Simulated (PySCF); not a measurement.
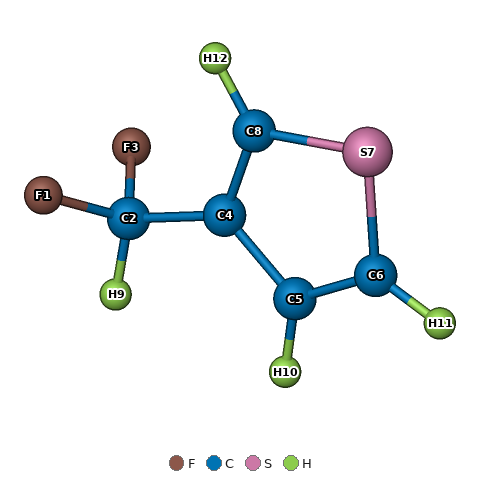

Structure of C₅H₄F₂S, SMILES FC(F)c1ccsc1.

GIAO shifts, PBE0/pcSseg-1, PySCF 2.14.0, at a GFN2-xTB geometry (no frequency check), against CFCl₃ for ¹⁹F computed at the same level (¹⁹F: this reference is a hard case for the method, so all values can be off together by tens of ppm, and differences between signals are safer). Gas phase, fully decoupled, line heights follow the number of nuclei, widths are arbitrary (no quadrupolar broadening); values of one conformer, averaged over nuclei that symmetry or rotation about single bonds exchange, these motions taken as fast; other conformers aren't averaged in.

**How many ¹⁹F lines appear, and where?**

1 signal.


```tsv
δ (ppm)	nuclei	atoms
−114.7	2	F1, F3
```

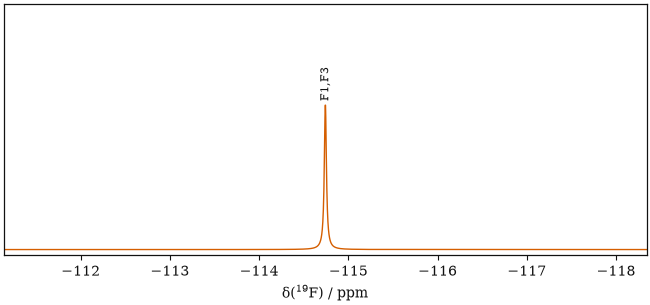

Caveats: the tight-binding geometry is rougher than a DFT one and adds to the error.
